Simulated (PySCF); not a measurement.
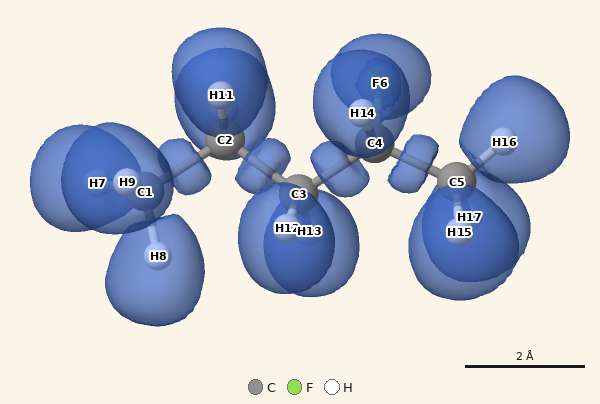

Figure 1: C5H11F. Isosurface of the electron localisation function at 0.75 (blue), seen at a tilt. Core shells and regions of very low density are left out.

Geometry: GFN2-xTB, MD frame at 250 fs, 400 K.

These are results of PBE0/pcSseg-1, SCF density, gas phase, non-relativistic in PySCF 2.14.0, not measurements.

Input file:

```
{"job": {"kind": "nmr", "xc": "PBE0", "basis": "pcSseg-1", "pop": false}, "charge": 0, "multiplicity": 1}
C      2.662300    -0.633700     0.032000
C      1.246200    -0.543600     0.842900
C      0.086000    -0.389100    -0.241400
C     -1.220400     0.232600     0.377200
C     -2.561000     0.088200    -0.334700
F     -1.417900    -0.321000     1.633200
H      3.421000    -1.233700     0.423900
H      2.498100    -0.988500    -1.008500
H      3.006200     0.443600    -0.152700
H      1.182900    -1.295100     1.612600
H      1.320700     0.413400     1.312900
H      0.363200     0.316300    -1.075300
H     -0.098300    -1.387500    -0.579800
H     -0.991800     1.250600     0.581000
H     -2.523400     0.506000    -1.368900
H     -3.382500     0.451800     0.213100
H     -2.783900    -0.954900    -0.629200
```

Run with:

```sh
OMP_NUM_THREADS=1 python probes_run.py task.json out
```

**Describe the localisation domains.**

At this value the surface marks out four regions between bonded C–C atoms (shared pairs), eleven regions around hydrogen nuclei and one region on F in which the atom's valence shell and bonds are merged. Along the contacts the grid gives the following. C–F (1.39 Å): the ELF peaks at about 0.85 between the atoms (a polar covalent bond). C–C (1.52 Å): the ELF peaks at about 0.95 between the atoms, as expected for a shared electron pair.
